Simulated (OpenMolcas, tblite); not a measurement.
**InHCl2 (InCl2H): methods side by side**

The species is InHCl2 (4 atoms), meant as a singlet with charge 0. SMILES: `[H][In]([Cl])[Cl]`. The shape comes from GFN2-xTB, which is rough for such elements, and wasn't checked as a minimum.

Each level gives the dipole moment (D). The values are calculated.

```csv
level,kind,program,value (D),CPU time
IPEA1-xTB,semi-empirical,tblite,3.45,under 2 s
HF/def2-SVPD (core potential),Hartree–Fock,OpenMolcas,2.52,9.5 s
SVWN5/def2-SVPD (core potential),LDA,OpenMolcas,2.33,17 s
revPBE/def2-SVPD (core potential),GGA,OpenMolcas,2.27,22 s
r2SCAN/def2-SVPD (core potential),meta-GGA,OpenMolcas,2.37,27 s
B3LYP/def2-SVPD (core potential),global hybrid,OpenMolcas,2.35,21 s
PBE0/def2-SVPD (core potential),global hybrid,OpenMolcas,2.39,23 s
```

The values span 2.27 to 3.45 D. CPU times are rough (shared hosts, several kinds of processor): they show what a rung costs within a factor of a few.

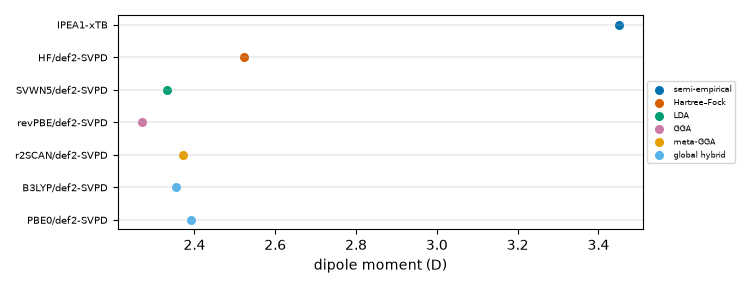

The values of the table, level by level.
